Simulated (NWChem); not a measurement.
# One shape, several levels: Li3F3 ((LiF)3 ring)

Aim: a comparison of 3 runs (HF/STO-3G, HF/3-21G, B3LYP/6-31G*) of Li3F3 ((LiF)3 ring). 

The calculation is run with NWChem 7.3.0.

**1. The structure to begin with**

Li3F3 has 6 atoms, charge 0, and is taken as a singlet. The shape comes from GFN2-xTB, which is rough for such elements, and wasn't checked as a minimum.

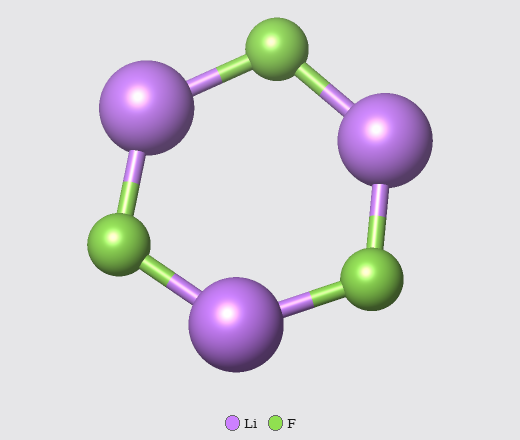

Viewed from a chosen angle; lithium purple, fluorine green.

**2. Energy and forces at HF/STO-3G (run 1)**

geom.nw

```
start geom
title "F3Li3 hf"
memory 2200 mb

geometry units angstrom noautosym nocenter noautoz
 Li     1.334160     0.891950     0.167590
 F     -0.024050     1.401680     0.983600
 Li    -1.356510     0.429070     0.759550
 F     -1.416010    -0.946370    -0.177660
 Li     0.022440    -1.321560    -0.927320
 F      1.439980    -0.454780    -0.805770
end

basis spherical bse
 * library STO-3G
end

scf
 thresh 1e-08
 maxiter 80
 print medium
end

task scf gradient
```

Started as:

```bash
$ nwchem geom.nw > geom.out
```

Log:

```text
[...]
  functions       =    30
[...]
  wavefunction    = RHF
[...]
         Total SCF energy =   -316.518994258890
      One-electron energy =   -673.379599294964
      Two-electron energy =    244.015524095524
 Nuclear repulsion energy =    112.845080940551
        Time for solution =      1.3s
[...]
                         RHF ENERGY GRADIENTS
    atom               coordinates                        gradient
                 x          y          z           x          y          z
   1 Li      2.521197   1.685541   0.316699    0.019086   0.012861   0.002479
   2 F      -0.045448   2.648791   1.858734   -0.000499   0.032489   0.022767
   3 Li     -2.563432   0.810825   1.435341   -0.019422   0.006235   0.010951
   4 F      -2.675871  -1.788380  -0.335729   -0.032844  -0.022001  -0.004166
   5 Li      0.042405  -2.497386  -1.752381    0.000156  -0.019151  -0.013371
   6 F       2.721168  -0.859410  -1.522685    0.033525  -0.010433  -0.018661
[...]
```

It took 2 s on 1 thread of Intel Xeon at 2.60GHz (Ice Lake), shared host; peak memory 0.099 GiB.

**3. Energy and forces at HF/3-21G (run 2)**

f3li3.xyz

```xyz
6

Li     1.334160     0.891950     0.167590
F     -0.024050     1.401680     0.983600
Li    -1.356510     0.429070     0.759550
F     -1.416010    -0.946370    -0.177660
Li     0.022440    -1.321560    -0.927320
F      1.439980    -0.454780    -0.805770
```

f3li3.nw

```
start f3li3
memory 2200 mb

geometry noautosym nocenter noautoz
  load f3li3.xyz
end

basis spherical bse
  * library 3-21G
end

scf
  thresh 1e-08
  maxiter 80
end

task scf gradient
```

Started as:

```bash
$ nwchem f3li3.nw > f3li3.out
```

Log:

```text
[...]
  functions       =    54
[...]
  wavefunction    = RHF
[...]
         Total SCF energy =   -319.337561717192
      One-electron energy =   -676.197233223001
      Two-electron energy =    244.014590565258
 Nuclear repulsion energy =    112.845080940551
        Time for solution =      1.3s
[...]
                         RHF ENERGY GRADIENTS
    atom               coordinates                        gradient
                 x          y          z           x          y          z
   1 Li      2.521197   1.685541   0.316699    0.003269   0.002291   0.000490
   2 F      -0.045448   2.648791   1.858734    0.000016   0.002792   0.001931
   3 Li     -2.563432   0.810825   1.435341   -0.003361   0.001163   0.001957
   4 F      -2.675871  -1.788380  -0.335729   -0.002850  -0.001979  -0.000415
   5 Li      0.042405  -2.497386  -1.752381   -0.000116  -0.003451  -0.002357
   6 F       2.721168  -0.859410  -1.522685    0.003042  -0.000815  -0.001606
[...]
```

Wall time 2.2 s (1 thread of Intel Xeon at 2.60GHz (Ice Lake), shared host); peak memory 0.096 GiB.

**4. Energy and forces at B3LYP/6-31G(d) (Cartesian functions) (run 3)**

mymol.nw

```
start mymol
memory 2200 mb
geometry units angstroms noautosym nocenter noautoz
   Li     1.334160     0.891950     0.167590
   F     -0.024050     1.401680     0.983600
   Li    -1.356510     0.429070     0.759550
   F     -1.416010    -0.946370    -0.177660
   Li     0.022440    -1.321560    -0.927320
   F      1.439980    -0.454780    -0.805770
end
basis cartesian
   * library 6-31G*
end
dft
   xc b3lyp
   grid fine
   convergence energy 1e-08
   maxiter 100
   mulliken
end
task dft gradient
```

Started as:

```bash
$ nwchem mymol.nw > mymol.out
```

Log:

```text
[...]
          Wavefunction type:  closed shell.
          No. of atoms     :     6
          No. of electrons :    36
[...]
          Charge           :     0
          Spin multiplicity:     1
[...]
          AO basis - number of functions:    90
[...]
              XC Information
              --------------
                         B3LYP Method XC Potential
                     Hartree-Fock (Exact) Exchange  0.200
                        Slater Exchange Functional  0.800 local
                    Becke 1988 Exchange Functional  0.720 non-local
              Lee-Yang-Parr Correlation Functional  0.810
                  VWN I RPA Correlation Functional  0.190 local
[...]
 d= 0,ls=0.0,diis     1   -322.2932392422 -4.35D+02  2.54D-02  1.70D+00     1.5
[...]
 d= 0,ls=0.0,diis     8   -322.4705026163 -2.57D-10  8.78D-08  4.69D-12     9.5
         Total DFT energy =     -322.470502616324
      One electron energy =     -677.417990800617
           Coulomb energy =      279.526821386118
    Exchange-Corr. energy =      -37.424414142376
 Nuclear repulsion energy =      112.845080940551
[...]
      Total Density - Mulliken Population Analysis
     ---------------------------------------------
    Atom       Charge   Shell Charges
 -----------   ------   -------------------------------------------------------
    1 Li   3     2.49   2.00  0.18  0.30 -0.03 -0.01  0.06
    2 F    9     9.51   1.99  0.93  3.31  0.99  2.24  0.05
    3 Li   3     2.49   2.00  0.18  0.30 -0.03 -0.01  0.06
    4 F    9     9.51   1.99  0.93  3.31  0.99  2.24  0.05
    5 Li   3     2.49   2.00  0.18  0.30 -0.03 -0.01  0.06
    6 F    9     9.51   1.99  0.93  3.31  0.99  2.24  0.05
[...]
  wavefunction    = closed shell
                         DFT ENERGY GRADIENTS
    atom               coordinates                        gradient
                 x          y          z           x          y          z
   1 Li      2.521197   1.685541   0.316699   -0.002117  -0.001310  -0.000189
   2 F      -0.045448   2.648791   1.858734    0.000206  -0.007946  -0.005604
   3 Li     -2.563432   0.810825   1.435341    0.002104  -0.000560  -0.001101
   4 F      -2.675871  -1.788380  -0.335729    0.007990   0.005259   0.000942
   5 Li      0.042405  -2.497386  -1.752381   -0.000213   0.001889   0.001390
   6 F       2.721168  -0.859410  -1.522685   -0.007971   0.002669   0.004562
[...]
```

It took 13 s on 1 thread of Intel Xeon at 2.60GHz (Ice Lake), shared host; peak memory 0.12 GiB.

**5. Overview of the runs**

```tsv
run	level	Cartesian functions	iteration cap	energy (Eh)	dipole moment (D)	HOMO energy (eV)	LUMO energy (eV)	wall time
1	HF/STO-3G	no	80	-316.518994	0.00	-11.18	3.77	2 s
2	HF/3-21G	no	80	-319.337562	0.00	-13.79	1.19	2.2 s
3	B3LYP/6-31G* (Cartesian functions)	yes	100	-322.470503	0.00	-8.76	-0.39	13 s
```

**6. Summary of results**

```
                       quantity          value
            run 3: total energy  -322.47050 Eh
           run 3: dipole moment         0.00 D
             run 3: HOMO energy       -8.76 eV
             run 3: LUMO energy       -0.39 eV
           run 3: HOMO–LUMO gap        8.38 eV
run 3: largest force on an atom     0.500 eV/Å
```

In words: The HOMO–LUMO gap runs from 8.38 eV (B3LYP/6-31G*) to 14.98 eV (HF/3-21G). The two ends differ in method and basis. In run 1 the basis is minimal, so the values are rough. All runs together took 17 s, the longest 13 s.
